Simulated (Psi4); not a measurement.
# GaHCl2O (SMILES [OH][Ga]([Cl])[Cl]) at SVWN5/def2-SVP

Aim: the energy change on altering one bond length of GaHCl2O at SVWN5/def2-SVP, from 2 runs. 

Program for the calculation: Psi4 1.11.

18 further runs of the same task are left out: 16 that didn't finish, 2 set aside as unsound or not needed.

### Step 1. The system as given

GaHCl2O has 5 atoms, charge 0, and is taken as a singlet. SMILES: `[OH][Ga]([Cl])[Cl]`. Geometry: relaxed at PBE0-D4/def2-TZVP.

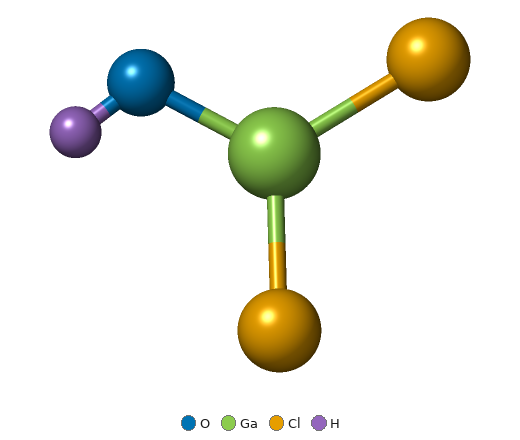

Viewed from a chosen angle; oxygen blue, gallium green, chlorine amber, hydrogen purple.

### Step 2. The energy at SVWN5/def2-SVP

Input file job.inp:

```
memory 2.2 GB

molecule system {
  0 1
  O      0.254500     1.354600     0.245900
  Ga     0.118500    -0.394500     0.056800
  Cl     1.500000    -1.634900     1.057700
  Cl    -1.407900    -1.236300    -1.155800
  H     -0.415200     1.837400    -0.246000
  symmetry c1
  no_reorient
  no_com
}

set {
  basis                def2-SVP
  puream               true
  e_convergence        1e-09
  d_convergence        1e-08
  scf_type             pk
  dft_radial_points    99
  dft_spherical_points 590
}

e = energy("scf", dft_functional={"name": "SVWN5", "x_functionals": {"LDA_X": {}}, "c_functionals": {"LDA_C_VWN": {}}})
print_variables()
```

Started as:

```console
$ psi4 -n 1 job.inp job.out
```

job.out:

```text
[...]
  Running in c1 symmetry.
[...]
  Nuclear repulsion =  438.684256215280755
[...]
  Multiplicity = 1
[...]
  Nalpha       = 37
  Nbeta        = 37
[...]
    Number of basis functions: 87
[...]
   @RKS iter   1: -2911.91412620191568   -9.31837e-01   3.14805e-02 ADIIS/DIIS
[...]
   @RKS iter  15: -2914.10816239156520    1.36424e-12   1.25039e-09 DIIS
[...]
    Orbital Energies [Eh]
    ---------------------
    Doubly Occupied:
       1A   -370.233845     2A   -100.281728     3A   -100.281239
       4A    -45.292869     5A    -40.205897     6A    -40.202780
       7A    -40.201658     8A    -18.627857     9A     -9.144487
      10A     -9.144124    11A     -7.008598    12A     -7.008465
      13A     -7.001599    14A     -7.001177    15A     -7.000788
      16A     -7.000185    17A     -5.297795    18A     -3.647915
      19A     -3.641705    20A     -3.638627    21A     -0.907020
      22A     -0.811591    23A     -0.808701    24A     -0.796492
      25A     -0.794245    26A     -0.783594    27A     -0.740154
      28A     -0.727961    29A     -0.475327    30A     -0.406234
      31A     -0.356108    32A     -0.321911    33A     -0.320282
      34A     -0.294270    35A     -0.293718    36A     -0.287378
[...]
  @RKS Final Energy: -2914.10816239156520
   => Energetics <=
    Nuclear Repulsion Energy =            438.6842562152807545
    One-Electron Energy =               -4932.3092752966467742
    Two-Electron Energy =                1713.5140721218174349
    DFT Exchange-Correlation Energy =    -133.9972154320166737
    Empirical Dispersion Energy =           0.0000000000000000
    VV10 Nonlocal Energy =                  0.0000000000000000
    Total Energy =                      -2914.1081623915652017
[...]
 Multipole Moments:
 ------------------------------------------------------------------------------------
     Multipole            Electronic (a.u.)      Nuclear  (a.u.)        Total (a.u.)
 ------------------------------------------------------------------------------------
 L = 1.  Multiply by 2.5417464519 to convert [e a0] to [Debye]
 Dipole X            :        -13.3398982           12.9635212           -0.3763770
 Dipole Y            :         91.8155941          -91.3979269            0.4176672
 Dipole Z            :         -3.6980850            3.4285301           -0.2695549
 Magnitude           :                                                    0.6235105
[...]
```

Wall time 7.2 s (1 thread of Intel Xeon Platinum 8488C (Sapphire Rapids), shared host); peak memory 0.46 GiB.

### Step 3. The distorted shape: energy and forces at SVWN5/def2-SVP

Input file cl2gaho.py:

```python
import psi4

psi4.set_memory(2200000000)
psi4.set_num_threads(1)
psi4.set_output_file('psi4.out', False)

molecule = psi4.geometry("""
0 1
O
Ga 1 1.764541
Cl 2 2.10925 1 118.78964
Cl 2 2.123422 1 120.6351 3 179.99113
H 1 1.4415 2 112.91861 3 179.95047
symmetry c1
no_reorient
no_com
""")

options = {'basis': 'def2-SVP', 'puream': True, 'e_convergence': 1e-09, 'd_convergence': 1e-08, 'scf_type': 'pk', 'dft_radial_points': 99, 'dft_spherical_points': 590}
psi4.set_options(options)

e_tot, wfn = psi4.gradient("scf", dft_functional={"name": "SVWN5", "x_functionals": {"LDA_X": {}}, "c_functionals": {"LDA_C_VWN": {}}}, molecule=molecule, return_wfn=True)
psi4.oeprop(wfn, "MAYER_INDICES", "WIBERG_LOWDIN_INDICES", "QUADRUPOLE", title="SCF")
print('gradient / Eh bohr^-1')
print(e_tot.np.round(6))
print(f'energy = {wfn.energy():.10f} Eh')
```

Started as:

```console
$ python cl2gaho.py
```

psi4.out:

```text
[...]
  Running in c1 symmetry.
[...]
  Nuclear repulsion =  435.981382207241950
[...]
  Multiplicity = 1
[...]
  Nalpha       = 37
  Nbeta        = 37
[...]
    Number of basis functions: 87
[...]
   @RKS iter   1: -2911.79291081783595   -9.85549e-01   3.15017e-02 ADIIS/DIIS
[...]
   @RKS iter  15: -2914.02959121086315   -2.45564e-11   5.35943e-09 DIIS
[...]
  @RKS Final Energy: -2914.02959121086315
   => Energetics <=
    Nuclear Repulsion Energy =            435.9813822072419498
    One-Electron Energy =               -4927.3398926173167638
    Two-Electron Energy =                1711.1809295010132246
    DFT Exchange-Correlation Energy =    -133.8520103018019540
    Empirical Dispersion Energy =           0.0000000000000000
    VV10 Nonlocal Energy =                  0.0000000000000000
    Total Energy =                      -2914.0295912108631455
[...]
  -Total Gradient:
     Atom            X                  Y                   Z
    ------   -----------------  -----------------  -----------------
       1        0.000089413499    -0.092628062280     0.044688810324
       2       -0.000000115884    -0.007068493765     0.002865564292
       3       -0.000001048964    -0.001265461065     0.001470145620
       4        0.000002891780     0.001443920519     0.000027732534
       5       -0.000091177196     0.099523267998    -0.049059520245
[...]
 Multipole Moments:
 ------------------------------------------------------------------------------------
     Multipole            Electronic (a.u.)      Nuclear  (a.u.)        Total (a.u.)
 ------------------------------------------------------------------------------------
 L = 1.  Multiply by 2.5417464519 to convert [e a0] to [Debye]
 Dipole X            :          0.0001930           -0.0009184           -0.0007255
 Dipole Y            :         -0.6551879            1.2923380            0.6371501
 Dipole Z            :          1.5825503           -2.0689123           -0.4863621
 Magnitude           :                                                    0.8015665
 L = 2.  Multiply by 1.3450342976 to convert [e a0^2] to [Debye ang]
 Quadrupole XX       :        -33.4473345            0.0000089          -33.4473256
 Quadrupole XY       :         -0.0283584            0.0257447           -0.0026137
[...]
```

The script printed:

```text
gradient / Eh bohr^-1
[[ 8.9000e-05 -9.2628e-02  4.4689e-02]
 [-0.0000e+00 -7.0680e-03  2.8660e-03]
 [-1.0000e-06 -1.2650e-03  1.4700e-03]
 [ 3.0000e-06  1.4440e-03  2.8000e-05]
 [-9.1000e-05  9.9523e-02 -4.9060e-02]]
energy = -2914.0295912109 Eh
```

Wall time 11 s (1 thread of Intel Xeon Platinum 8488C (Sapphire Rapids), shared host); peak memory 0.46 GiB.

### Step 4. Outcome

Level: SVWN5/def2-SVP.

| quantity | value |
| --- | --- |
| first shape: total energy | -2914.10816 Eh |
| first shape: dipole moment | 1.58 D |
| first shape: HOMO energy | -7.78 eV |
| first shape: LUMO energy | -2.54 eV |
| first shape: HOMO–LUMO gap | 5.24 eV |
| distorted shape: total energy | -2914.02959 Eh |
| distorted shape: dipole moment | 2.04 D |
| distorted shape: HOMO energy | -7.47 eV |
| distorted shape: LUMO energy | -3.63 eV |
| distorted shape: HOMO–LUMO gap | 3.84 eV |
| distorted shape: largest force on an atom | 5.706 eV/Å |
| energy change with the O1–H5 bond stretched from 0.961 to 1.442 Å | 2.138 eV |

In words: With the O1–H5 bond stretched from 0.961 to 1.442 Å the energy rises by 2.14 eV (49 kcal/mol). The first shape isn't relaxed at this level, so the change isn't measured from a minimum.
